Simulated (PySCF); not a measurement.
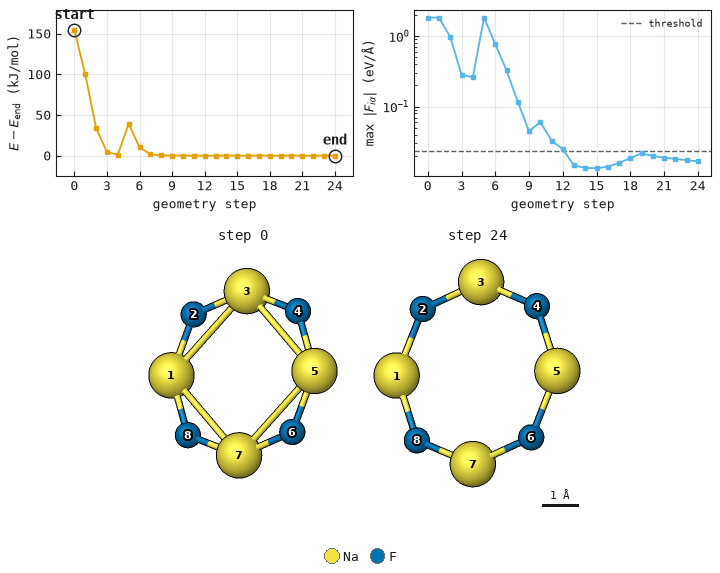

First and last geometry of a relaxation of Na4F4, with the history of the run. A ball-and-stick model, seen at a tilt.

The start comes from GFN2-xTB.

Theory: PBE0-D3(BJ)/def2-SVP geometry optimisation, gas phase (PySCF). 

### What do the curves and the structures tell?

It converged. Over 24 geometry steps the energy falls by 154.4 kJ/mol. Largest force component: 1.8 eV/Å at the start, 0.017 eV/Å at the end. The largest move after the best rigid fit is that of Na5, 0.30 Å. Largest moves by element: Na 0.30 Å, F 0.23 Å. Near-neighbour distances that change, for instance: Na3–Na5 3.311 → 3.710 Å, Na1–Na7 3.313 → 3.700 Å, Na1–Na3 3.312 → 3.693 Å, Na5–Na7 3.315 → 3.692 Å. Bond angles that change, for instance: F4–Na5–F6 139.2° → 134.8°, Na1–F8–Na7 130.1° → 133.6°, Na5–F6–Na7 130.2° → 133.0°. The run took roughly 2.2 core-minutes on a shared host.
